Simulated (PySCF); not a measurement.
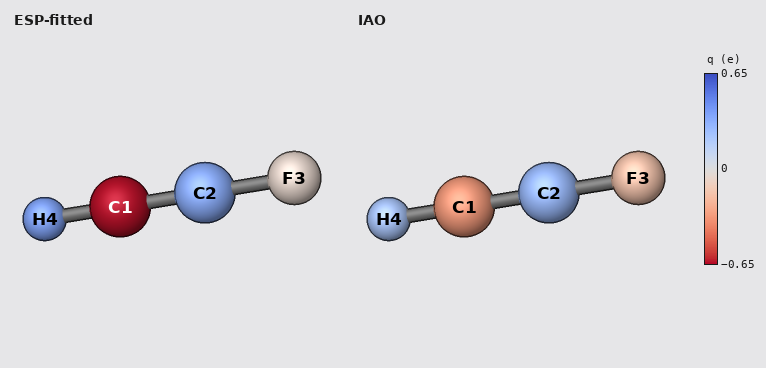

Atomic charges of one calculation by 2 schemes, on one colour scale. The geometry was computed by an optimisation with PBE0-D3(BJ)/def2-SVP. No frequency run is at hand to confirm it as a minimum. Method: PBE0/pcSseg-1 (PySCF 2.14.0).

**Which scheme gives the most polar picture (largest mean size of the charges)?**

The ESP-fitted charges are the largest in size here.

**On which atom do the schemes disagree most?**

On C1 (from −0.63 to −0.32 e).

List the charges (e), one line for each set of equivalent atoms.

| atom | ESP-fitted | IAO |
| --- | --- | --- |
| C1 | −0.63 | −0.32 |
| C2 | 0.32 | 0.26 |
| F3 | −0.05 | −0.16 |
| H4 | 0.36 | 0.21 |
